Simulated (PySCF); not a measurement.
**C2H8O4Si3 (SMILES C=C[Si]1(O)O[SiH2]O[SiH2]O1): density, localisation and related maps**

| atom | x (Å) | y (Å) | z (Å) |
| --- | --- | --- | --- |
| O | -0.9032 | -0.4275 | -1.2649 |
| Si | -2.3605 | 0.0062 | -0.5984 |
| O | -2.0509 | 1.1049 | 0.6119 |
| Si | -0.6292 | 1.7532 | 1.1793 |
| O | 0.6106 | 1.1079 | 0.2830 |
| Si | 0.6786 | -0.1105 | -0.8491 |
| O | 1.5127 | 0.3534 | -2.1869 |
| C | 1.5080 | -1.5863 | -0.1249 |
| C | 1.9419 | -1.6066 | 1.1404 |
| H | -3.0321 | -1.1870 | -0.0210 |
| H | -3.2029 | 0.6462 | -1.6425 |
| H | -0.4552 | 1.3841 | 2.6092 |
| H | -0.6495 | 3.2280 | 1.0009 |
| H | 1.1182 | 1.0337 | -2.7403 |
| H | 1.6420 | -2.4802 | -0.7462 |
| H | 1.8359 | -0.7335 | 1.7936 |
| H | 2.4260 | -2.4869 | 1.5771 |

Geometry: PBE0-D3(BJ)/def2-SVP.

Method: PBE0/pcSseg-1, SCF density, gas phase, non-relativistic (PySCF).

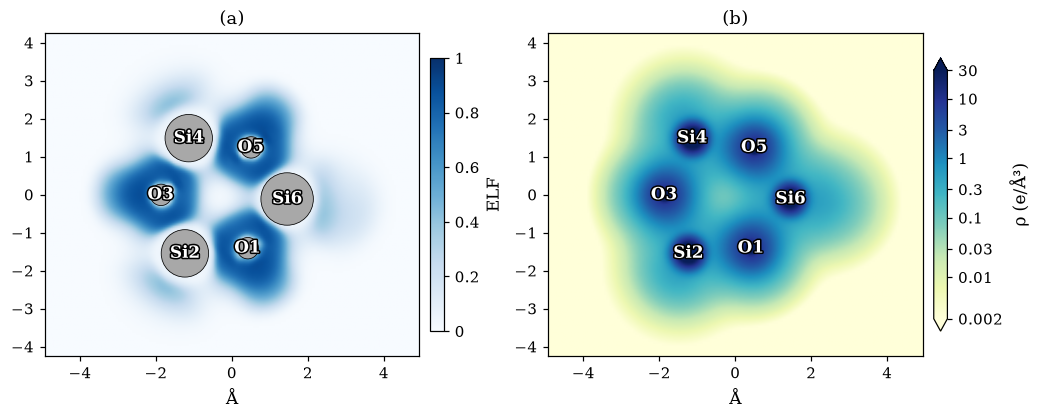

Figure 1. (a) electron localisation function; (b) total electron density on the plane of atoms O1, Si2 and O3. Grey discs cover the atomic cores in the ELF map.

**What do the fields say about this system?**

- The section cuts through O and Si sites.
- Si–O (1.66 Å): ρ is about 1.1 e/Å³ halfway; the ELF peaks at about 0.85 between the atoms: a shared but strongly polarised pair.
- The ELF also peaks beside O1, O3 and O5, away from the bonds: lone-pair regions.

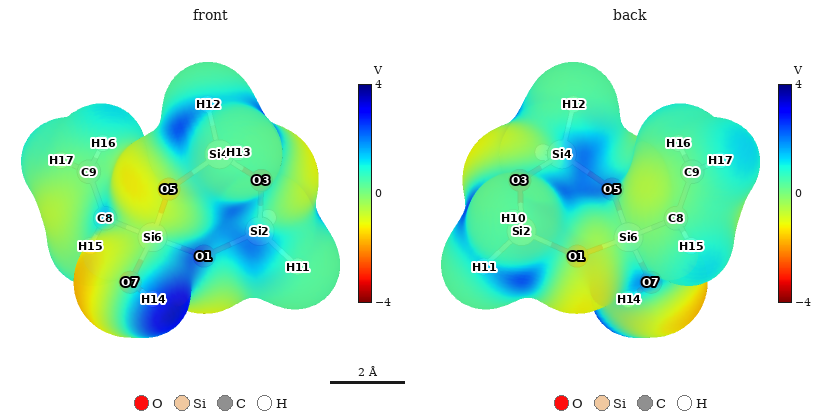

Figure 2. The electrostatic potential painted on the density surface at 0.004 e/bohr³, seen from the front and from behind; the colour scale runs from red (negative) to blue (positive).

**Describe the electrostatic potential map.**

The most negative region (about −1.6 V) lies over O7, the most positive (about +3.2 V) over H14. O7 is the likeliest acceptor of a hydrogen bond.
